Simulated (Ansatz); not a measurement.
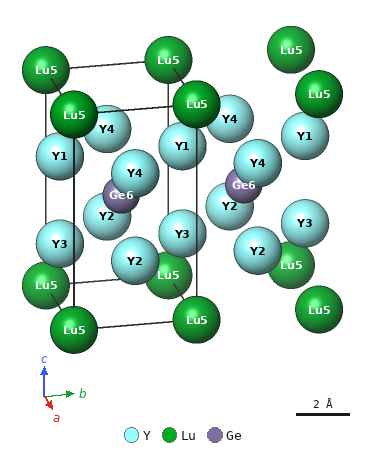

This is the input geometry for a relaxation of solid Y4LuGe (a generated structure, set up in P4/mmm). Style: spheres-only. Shown: the cell of the calculation, repeated 1 × 2 × 1 with one cell outlined, from a free direction.

Theory: DFT PBE, scalar-relativistic, plane waves, PAW in Ansatz.

Input file:
```yaml
crystal:
  lattice:
    - [4.7754353027, 0.0, 0.0]
    - [0.0, 4.7754353027, 0.0]
    - [0.0, 0.0, 8.7756454468]
  atoms:
    - { symbol: "Y", position: [0.5, 0.0, 0.7029447629] }
    - { symbol: "Y", position: [0.0, 0.5, 0.2970552371] }
    - { symbol: "Y", position: [0.5, 0.0, 0.2970552371] }
    - { symbol: "Y", position: [0.0, 0.5, 0.7029447629] }
    - { symbol: Lu, position: [0.0, 0.0, 0.0] }
    - { symbol: Ge, position: [0.5, 0.5, 0.5] }
basis:
  ecutwfc: 420
kpoints:
  mp_grid: { grid: [8, 8, 4] }
hamiltonian:
  xc: pbe
scf:
  occupations: { method: gaussian, width: 0.1 }
output:
  forces: true
  stress: true
  eigenvalues: true
  write_density: true
  write_potential: true
  elf: true
  volumetric_format: npy
relax:
  adjacent_minimum: "off"
  f_tol: 0.01
  max_steps: 80
  cell: { stress_tol: 0.05 }
```

Launched with:
```bash
ansatz run input.yaml --threads 1 --pin off --max-ram 2560MiB --backend cpu --events-out ev --progress --plain --runs-dir out
```

Q: What does the optimiser find from here?

A: After 3 accepted moves (4 points after the start) the energy has fallen by 0.7 meV per atom. The largest force component goes from 0.018 to 0.0026 eV/Å. The pressure goes from 0.16 to 0.00 GPa. The SCF was repeated once at an unchanged geometry on a basis and grid sized afresh for the cell, which shifted the energy by less than 0.05 meV per atom at most. The largest moves relative to the cell, 0.008 Å, are those of Y1, Y2, Y3 and Y4. Y2 goes along +c. Ge and Lu stay in place. The drawn cell changes as follows: a = b 4.775 → 4.752 Å (−0.5 %), c 8.776 → 8.908 Å (+1.5 %); the volume changes by +0.5 %. Among the contacts that change: Y1–Y3 3.562 → 3.599 Å, Y1–Lu5 3.535 → 3.562 Å, Y1–Y4 3.377 → 3.360 Å. The space group stays P4/mmm (No. 123).

Step by step:

```csv
step,"E − E(0), meV/atom","largest force component, eV/Å","pressure, GPa","volume, Å³/atom",note
0,0.00,0.0177,0.16,33.354,
1,-0.47,0.0256,-0.02,33.480,
2,-0.61,0.0080,-0.14,33.663,
3,-0.70,0.0026,-0.01,33.522,
4,-0.71,0.0026,0.00,33.522,"same geometry, new basis"
```

Final geometry:

```
CELL_PARAMETERS angstrom
4.75173 0.00000 0.00000
0.00000 4.75173 0.00000
0.00000 0.00000 8.90798
ATOMIC_POSITIONS crystal
Y 0.50000 0.00000 0.70202
Y 0.00000 0.50000 0.29798
Y 0.50000 0.00000 0.29798
Y 0.00000 0.50000 0.70202
Lu 0.00000 0.00000 0.00000
Ge 0.50000 0.50000 0.50000
```

The end point in the same view:

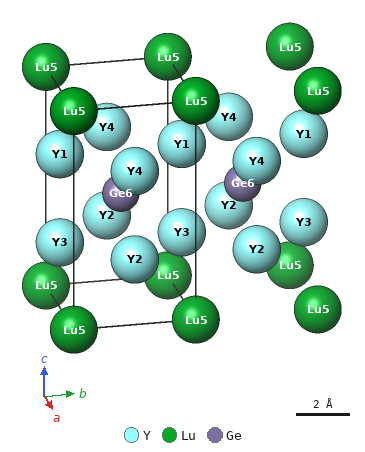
